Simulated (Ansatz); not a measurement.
**Run report: AlBH$_{4}$S, geometry relaxation (part 2 of 2)**

Continued. System: AlBH$_{4}$S. Method: RKS CAM-B3LYP/STO-3G (Ansatz 0.2.0). It belongs to a series of runs on one base structure; here: end point B relaxed.

Geometry of the input (Å):
```
Al -1.0749  0.2562  -0.3475
B  0.7777  0.6841  0.4959
S  1.7064  -0.8125  0.4388
H  -1.2303  -1.2598  -0.7902
H  -2.3205  1.1582  -0.6297
H  2.8987  -0.4216  1.0133
H  0.7794  -1.6084  -0.1450
```

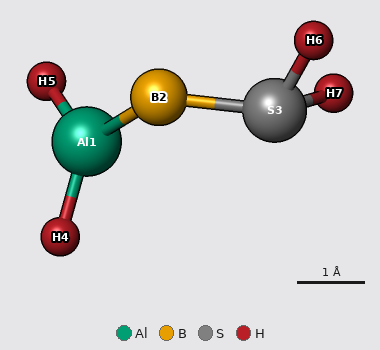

*The geometry at step 20 of the log (ball-and-stick view, seen at a tilt; atoms are numbered from 1 in the order of the input).*

### Trajectory as extended XYZ, continued
```
7
Properties=species:S:1:pos:R:3:forces:R:3 step=8 energy=-17957.04739
Al   -1.1804    0.3333   -0.3598   -0.0368   0.0742  -0.0622
B     0.6165    0.9700    0.5283    0.0317  -0.1288   0.0046
S     1.5097   -0.6651    0.4193    0.5539  -0.3409   0.1142
H    -1.4169   -1.0928   -0.7879   -0.0082  -0.0050   0.0313
H    -2.3415    1.2444   -0.6480    0.0916   0.0079   0.0506
H     2.8052   -0.7713    0.8738   -0.4616   0.4447  -0.0538
H     1.5440   -2.0223    0.0100   -0.1706  -0.0521  -0.0847
7
Properties=species:S:1:pos:R:3:forces:R:3 step=9 energy=-17957.08443
Al   -1.2026    0.3334   -0.3681   -0.0177   0.1087  -0.0373
B     0.6127    0.9052    0.5154   -0.1251  -0.1632  -0.0553
S     1.5164   -0.7216    0.4044   -0.0453   0.2877   0.0814
H    -1.4907   -1.0868   -0.7900   -0.0417   0.0561   0.0310
H    -2.3153    1.3078   -0.6363    0.0276  -0.0535   0.0016
H     2.7770   -0.6627    0.8980    0.1136  -0.1088  -0.0064
H     1.6392   -2.0791    0.0123    0.0885  -0.1270  -0.0150
7
Properties=species:S:1:pos:R:3:forces:R:3 step=10 energy=-17957.09434
Al   -1.2235    0.3403   -0.3793   -0.0172   0.0318   0.0058
B     0.5963    0.8739    0.5145   -0.0232  -0.1980  -0.0615
S     1.5355   -0.7352    0.4078   -0.0788   0.1096   0.0161
H    -1.5518   -1.0729   -0.7933   -0.0149   0.0497   0.0275
H    -2.3172    1.3362   -0.6421    0.0398  -0.0226  -0.0082
H     2.7936   -0.6422    0.9060    0.0374  -0.0729  -0.0075
H     1.7037   -2.1039    0.0220    0.0569   0.1023   0.0278
7
Properties=species:S:1:pos:R:3:forces:R:3 step=11 energy=-17957.10533
Al   -1.2459    0.3364   -0.3843    0.0587  -0.0175   0.0026
B     0.5762    0.8012    0.5167   -0.0459   0.0646   0.0264
S     1.5568   -0.7358    0.4200   -0.0447   0.0954   0.0416
H    -1.6459   -1.0624   -0.7642   -0.0113  -0.0634   0.0345
H    -2.2916    1.3684   -0.6801    0.0316   0.0650  -0.0097
H     2.8160   -0.6275    0.9288   -0.0932   0.0037  -0.0361
H     1.7711   -2.0840   -0.0012    0.1048  -0.1479  -0.0594
7
Properties=species:S:1:pos:R:3:forces:R:3 step=12 energy=-17957.11991
Al   -1.2832    0.3291   -0.3893   -0.0206  -0.0436  -0.0379
B     0.5353    0.7172    0.5406   -0.0971   0.0522  -0.0042
S     1.5762   -0.7576    0.4180    0.1082  -0.0617   0.0591
H    -1.7816   -1.0596   -0.7166    0.0348   0.1169   0.1008
H    -2.2376    1.4400   -0.7393    0.1228  -0.0905  -0.0052
H     2.8203   -0.5829    0.9521   -0.1657   0.0103  -0.0326
H     1.9072   -2.0899   -0.0298    0.0176   0.0165  -0.0802
7
Properties=species:S:1:pos:R:3:forces:R:3 step=13 energy=-17957.14668
Al   -1.3102    0.3189   -0.3896   -0.2739  -0.0681  -0.1482
B     0.4800    0.6215    0.5943   -0.1201  -0.0218  -0.0417
S     1.5939   -0.7714    0.4105    0.2635  -0.1904   0.0766
H    -1.9330   -1.0607   -0.5866    0.1523   0.4489   0.1482
H    -2.1455    1.4987   -0.8659    0.2988  -0.4041   0.0754
H     2.8068   -0.5551    1.0082   -0.2468  -0.0605  -0.0863
H     2.0445   -2.0556   -0.1354   -0.0739   0.2960  -0.0241
7
Properties=species:S:1:pos:R:3:forces:R:3 step=14 energy=-17957.20438
Al   -1.2896    0.3004   -0.4074   -0.5650  -0.1140   0.0355
B     0.4371    0.5729    0.6569   -0.1043  -0.1399  -0.1351
S     1.5799   -0.7799    0.4362    0.3150  -0.3741  -0.0268
H    -2.0278   -1.0470   -0.4271    0.3349   0.6169   0.0461
H    -2.0505    1.4837   -0.9925    0.3372  -0.4461   0.0394
H     2.7805   -0.5769    1.0578   -0.1421  -0.0318  -0.0640
H     2.1070   -1.9570   -0.2883   -0.1756   0.4889   0.1050
7
Properties=species:S:1:pos:R:3:forces:R:3 step=15 energy=-17957.23897
Al   -1.3283    0.3093   -0.3080   -0.2880   0.0748  -1.0057
B     0.4048    0.5376    0.7052    0.2084  -0.3898   0.2023
S     1.5591   -0.8110    0.4685   -0.1200  -0.1264  -0.1354
H    -2.0586   -1.0289   -0.3361    0.0900   0.5016   0.2471
H    -1.9466    1.4416   -1.1477    0.3005  -0.5971   0.5351
H     2.7662   -0.5989    1.0634    0.0533   0.0914  -0.0482
H     2.1401   -1.8535   -0.4097   -0.2443   0.4455   0.2047
7
Properties=species:S:1:pos:R:3:forces:R:3 step=16 energy=-17957.32312
Al   -1.2726    0.2611   -0.3711   -0.7209   0.2476  -0.0527
B     0.3534    0.4172    0.8150   -0.4407   0.2369  -0.3729
S     1.5274   -0.8457    0.5288    0.7228  -0.8167  -0.3138
H    -2.1695   -0.9691   -0.1874    0.3437   0.5576  -0.1282
H    -1.8191    1.4057   -1.2565    0.4593  -0.7778   0.4652
H     2.7682   -0.5676    1.0284    0.0010   0.0616   0.1419
H     2.1488   -1.7055   -0.5216   -0.3652   0.4908   0.2605
7
Properties=species:S:1:pos:R:3:forces:R:3 step=17 energy=-17957.38180
Al   -1.2711    0.2327   -0.3520   -1.2702   0.0387  -0.4460
B     0.3145    0.3837    0.7973    0.5810  -0.3560   0.0797
S     1.5338   -0.8728    0.5006    0.2504  -0.1451   0.0192
H    -2.2733   -0.9039   -0.0732    0.5312   0.5994  -0.1815
H    -1.7093    1.3319   -1.3213    0.2155  -0.5162   0.3231
H     2.7408   -0.6061    1.1004   -0.0331  -0.0074  -0.1660
H     2.2013   -1.5693   -0.6162   -0.2747   0.3865   0.3717
7
Properties=species:S:1:pos:R:3:forces:R:3 step=18 energy=-17957.44967
Al   -1.3013    0.2361   -0.3285   -0.4850  -0.1172  -0.1878
B     0.3126    0.3294    0.8259    0.0493  -0.2419  -0.1576
S     1.5360   -0.9217    0.5430    0.3644  -0.0665   0.0374
H    -2.3343   -0.8640   -0.0742    0.3954   0.4792  -0.0806
H    -1.6480    1.2933   -1.3615    0.1021  -0.2826   0.2712
H     2.7709   -0.5788    1.0523   -0.1448   0.0625   0.0002
H     2.2007   -1.4980   -0.6214   -0.2813   0.1665   0.1171
7
Properties=species:S:1:pos:R:3:forces:R:3 step=19 energy=-17957.46775
Al   -1.2777    0.1959   -0.3351   -0.0239  -0.1004   0.3933
B     0.2843    0.1503    0.8619   -0.2460   0.2465  -0.3194
S     1.5931   -1.0012    0.6689   -0.2954  -0.0782   0.1664
H    -2.4005   -0.7712   -0.1034   -0.0419  -0.0151   0.0327
H    -1.5230    1.2448   -1.3776    0.1612   0.0441  -0.0081
H     2.8272   -0.4333    0.9458   -0.0389  -0.0199  -0.0328
H     2.0332   -1.3891   -0.6249    0.4850  -0.0770  -0.2321
7
Properties=species:S:1:pos:R:3:forces:R:3 step=20 energy=-17957.51846
Al   -1.3154    0.1938   -0.3324    0.0571   0.0919   0.1407
B     0.2807    0.1670    0.8081    0.0087  -0.1977  -0.2145
S     1.5784   -1.0139    0.6253    0.1678   0.2093  -0.0307
H    -2.4493   -0.7415   -0.0425   -0.0467  -0.0295   0.0131
H    -1.5315    1.2403   -1.3856    0.0369  -0.0072   0.0023
H     2.8017   -0.4705    1.0007   -0.1731  -0.0284   0.0609
H     2.1721   -1.3790   -0.6380   -0.0507  -0.0385   0.0284
7
Properties=species:S:1:pos:R:3:forces:R:3 step=21 energy=-17957.53016
Al   -1.3349    0.1927   -0.3288    0.1068   0.0548   0.1092
B     0.2766    0.1402    0.7791    0.0645  -0.2765  -0.2021
S     1.5954   -1.0151    0.6111   -0.0906   0.2348   0.0603
H    -2.4844   -0.7207   -0.0229   -0.0216   0.0085  -0.0011
H    -1.5227    1.2408   -1.3854   -0.0124  -0.0012   0.0068
H     2.7964   -0.4584    1.0258   -0.0532  -0.0392  -0.0476
H     2.2103   -1.3832   -0.6432    0.0064   0.0187   0.0746
7
Properties=species:S:1:pos:R:3:forces:R:3 step=22 energy=-17957.55559
Al   -1.3922    0.1716   -0.3277    0.0124  -0.0426   0.1654
B     0.2525   -0.0106    0.6705    0.2553  -0.4793  -0.1883
S     1.6598   -1.0563    0.6172   -0.3900   0.4247  -0.0335
H    -2.6345   -0.6121    0.0376    0.2687   0.1610  -0.0985
H    -1.4756    1.2417   -1.3795   -0.0889  -0.0416   0.0442
H     2.7966   -0.3789    1.0495   -0.0080  -0.0471  -0.0791
H     2.3300   -1.3591   -0.6318   -0.0494   0.0249   0.1898
7
Properties=species:S:1:pos:R:3:forces:R:3 step=23 energy=-17957.58226
Al   -1.4185    0.1770   -0.3201   -0.1053  -0.1232   0.1308
B     0.2484   -0.1020    0.5849    0.1894  -0.4021  -0.2140
S     1.6904   -1.0662    0.6122   -0.4803   0.3646   0.0725
H    -2.6899   -0.5642    0.0609    0.4097   0.2172  -0.1128
H    -1.4844    1.2601   -1.3626   -0.0758  -0.0517   0.0947
H     2.7851   -0.3313    1.0649    0.0849  -0.0573  -0.0886
H     2.4056   -1.3771   -0.6045   -0.0225   0.0526   0.1174
7
Properties=species:S:1:pos:R:3:forces:R:3 step=24 energy=-17957.62644
Al   -1.4231    0.1699   -0.3280   -0.7848   0.1646  -0.0582
B     0.2376   -0.2155    0.4303    0.4782  -0.3232   0.0219
S     1.6987   -1.0683    0.6172   -0.0036   0.1514   0.0078
H    -2.7048   -0.5182    0.1076    0.3824   0.1564  -0.1452
H    -1.5009    1.3010   -1.3196   -0.0474  -0.1135   0.0697
H     2.7587   -0.2713    1.0808    0.0333  -0.0876  -0.0474
H     2.4705   -1.4014   -0.5526   -0.0581   0.0519   0.1514
7
Properties=species:S:1:pos:R:3:forces:R:3 step=25 energy=-17957.65786
Al   -1.4619    0.1940   -0.3319    0.0828   0.0063   0.0840
B     0.2458   -0.3152    0.2571    0.1164  -0.0871   0.1216
S     1.7218   -1.0599    0.6392   -0.3248   0.0207  -0.2168
H    -2.7120   -0.5020    0.1310    0.0982   0.0791  -0.0209
H    -1.5535    1.3526   -1.2809   -0.0849  -0.0386  -0.0197
H     2.7846   -0.2394    1.0962   -0.0669   0.0679   0.0240
H     2.5118   -1.4339   -0.4751    0.1792  -0.0482   0.0279
7
Properties=species:S:1:pos:R:3:forces:R:3 step=26 energy=-17957.62836 accepted=F
Al   -1.4308    0.2471   -0.3645   -0.2480  -0.2174   0.1518
B     0.2508   -0.3826    0.1748    0.1182   0.3145  -0.3401
S     1.7083   -1.1157    0.5712    0.2792  -0.0266   0.1053
H    -2.6143   -0.4062    0.2756   -0.1434  -0.0630  -0.0311
H    -1.7114    1.3227   -1.3717    0.2318   0.0614   0.0713
H     2.6855   -0.3154    1.2269   -0.0456   0.0051  -0.0386
H     2.6485   -1.3538   -0.4768   -0.1922  -0.0741   0.0815
7
Properties=species:S:1:pos:R:3:forces:R:3 step=27 energy=-17957.67613
Al   -1.4604    0.2159   -0.3263    0.0664  -0.0381  -0.0751
B     0.2616   -0.3483    0.1666   -0.0789  -0.0486   0.0518
S     1.7162   -1.0805    0.6070   -0.0161   0.0883  -0.1087
H    -2.6958   -0.4650    0.1871    0.0662   0.0244   0.0295
H    -1.6128    1.3539   -1.2922   -0.0139   0.0129   0.0424
H     2.7305   -0.2418    1.1455   -0.0339  -0.0299  -0.0207
H     2.5973   -1.4379   -0.4520    0.0102  -0.0090   0.0809
7
Properties=species:S:1:pos:R:3:forces:R:3 step=28 energy=-17957.67762
Al   -1.4646    0.2172   -0.3473    0.0880  -0.0278   0.0421
B     0.2581   -0.4013    0.0841    0.1237  -0.0313   0.0648
S     1.7190   -1.0849    0.5949   -0.1015   0.0992  -0.1720
H    -2.6835   -0.4380    0.2341    0.0459   0.0019  -0.0203
H    -1.6470    1.3790   -1.2806    0.0251  -0.0343   0.0288
H     2.7043   -0.2273    1.1699   -0.1019  -0.0395  -0.0702
H     2.6504   -1.4484   -0.4196   -0.0792   0.0318   0.1267
7
Properties=species:S:1:pos:R:3:forces:R:3 step=29 energy=-17957.67133 accepted=F
Al   -1.4585    0.2173   -0.3428    0.0133   0.0015  -0.0110
B     0.2615   -0.3916    0.0816    0.0063   0.0053   0.0334
S     1.7135   -1.0596    0.6082   -0.1176   0.0583   0.1070
H    -2.6725   -0.4948    0.1720   -0.0062   0.0279   0.0521
H    -1.6396    1.4245   -1.2126   -0.0066  -0.0225  -0.0491
H     2.7136   -0.1745    1.0980   -0.0585  -0.0630   0.0177
H     2.6185   -1.5251   -0.3688    0.1694  -0.0077  -0.1500
7
Properties=species:S:1:pos:R:3:forces:R:3 step=30 energy=-17957.68093
Al   -1.4574    0.2141   -0.3501   -0.0042   0.0221   0.0443
B     0.2620   -0.3799    0.0993   -0.0798   0.0115  -0.0411
S     1.7078   -1.0795    0.5914    0.1175   0.0111   0.0186
H    -2.6681   -0.4587    0.2253    0.0062   0.0031  -0.0242
H    -1.6396    1.3851   -1.2688   -0.0067  -0.0149  -0.0077
H     2.6929   -0.2230    1.1507   -0.0164  -0.0160   0.0140
H     2.6390   -1.4619   -0.4122   -0.0167  -0.0168  -0.0039
7
Properties=species:S:1:pos:R:3:forces:R:3 step=31 energy=-17957.68148
Al   -1.4579    0.2177   -0.3454   -0.0030  -0.0001   0.0053
B     0.2614   -0.3850    0.0909   -0.0008  -0.0052  -0.0004
S     1.7107   -1.0781    0.5908   -0.0004   0.0059  -0.0080
H    -2.6695   -0.4568    0.2244    0.0013   0.0013  -0.0019
H    -1.6429    1.3845   -1.2685    0.0008  -0.0001  -0.0014
H     2.6933   -0.2221    1.1536    0.0024  -0.0003   0.0035
H     2.6414   -1.4638   -0.4102   -0.0003  -0.0016   0.0029
```

### Key numbers

```csv
quantity,value
outcome,converged
total energy,−17957.6816 eV
mean-field energy,−17957.6816 eV
largest force (length of the vector) at the end,0.010 eV/Å
wall time,23 s
peak memory,0.13 GiB
```
